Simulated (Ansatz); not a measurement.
# Si3N4, pressure series

The reference is Si3N4 (space group P6_3/m, No. 176; a = 7.625 Å, c = 2.910 Å).

Cell and atoms are relaxed at each pressure.

Computed with PBEsol, PAW, 420 eV (Ansatz, a first-principles code; no SOC).

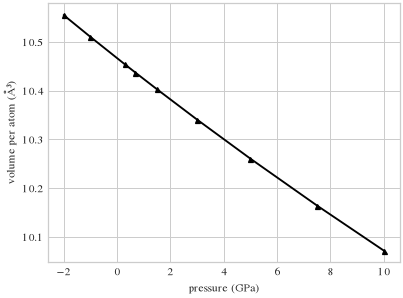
Figure. Volume against pressure

Estimate the zero-pressure bulk modulus from the plot.

About 240 GPa; a third-order Birch–Murnaghan fit to the points gives V₀ = 10.47 Å³/atom, B₀ = 242 GPa and B₀′ = 3.7.

Between the base and pressure 10 GPa the gap moves from 4.19 eV to 4.31 eV, a mean slope of 12 meV/GPa.

Load acts through the strain it causes; cell and atoms are relaxed under it. Stability against distortions was not tested. Competing high-pressure phases were not computed.
